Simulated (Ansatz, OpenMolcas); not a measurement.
# How basis sets differ on CH7BSi (SMILES CB[SiH3])

CH7BSi: 10 atoms, total charge 0, spin state singlet. SMILES: `CB[SiH3]`. The coordinates come from a PBE0-D4/def2-TZVP relaxation.

```xyz
10

C    -1.0879    0.9750   -0.5769
B     0.1120    0.0003   -0.6899
Si    1.0141   -0.8831    0.8848
H    -1.9584    0.3075   -0.7162
H    -1.1579    1.7122   -1.3800
H    -1.2286    1.4541    0.3934
H     0.5168   -0.2882   -1.7837
H     1.1542   -2.3541    0.6855
H     0.3249   -0.6542    2.1867
H     2.3937   -0.3208    0.9993
```

Quantity: the HOMO–LUMO gap, in eV. The values are calculated.

```tsv
level	kind	program	value (eV)	CPU time
HF/ANO-L-MB	Hartree–Fock	OpenMolcas	13.06	1.6 s
HF/STO-3G	Hartree–Fock	OpenMolcas	15.75	5 s
HF/3-21G	Hartree–Fock	Ansatz	12.88	1.5 s
HF/def2-SVP	Hartree–Fock	Ansatz	12.79	6.2 s
HF/6-311+G**	Hartree–Fock	OpenMolcas	12.17	39 s
```

The values span 12.17 to 15.75 eV. A Hartree–Fock LUMO above zero doesn't converge with the basis: it sinks as sets grow more diffuse. Orbital gaps aren't excitation energies. Times are those of the runs behind each value, whatever else they computed, on shared processors of several kinds: orders of magnitude only.

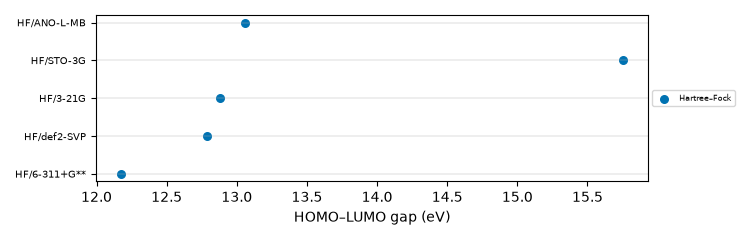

The values of the table, level by level.
